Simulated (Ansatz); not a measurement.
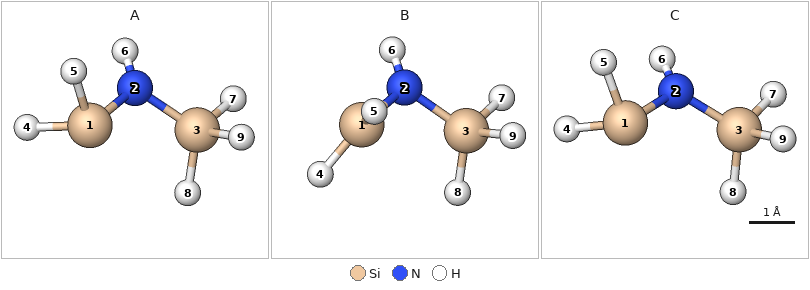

3 geometries from a converged minimum-energy path of Si2NH6 (charge −1), shuffled. A ball-and-stick model, seen at a tilt.

Method: RKS PBE-D4/def2-SVP (Ansatz). Run with 7 movable images; climbing image; force threshold 0.05 eV/Å; iteration limit 60; starting path by image-dependent pair potential.

> One of them is the converged climbing image. Which?

B. In order along the path, whose images run from 0 to 8: C (image 0, 0.0 kcal/mol), A (image 1, +0.6 kcal/mol), B (image 4, +31.7 kcal/mol). The motion is an umbrella inversion at Si1. No bond forms or breaks between the ends. Among the angles between lasting bonds that change up to the highest image: H4–Si1–H5 91.9° → 120.9°, N2–Si1–H5 98.0° → 119.1°.

Limits of the set-up: the basis has no diffuse functions, which an anion needs.
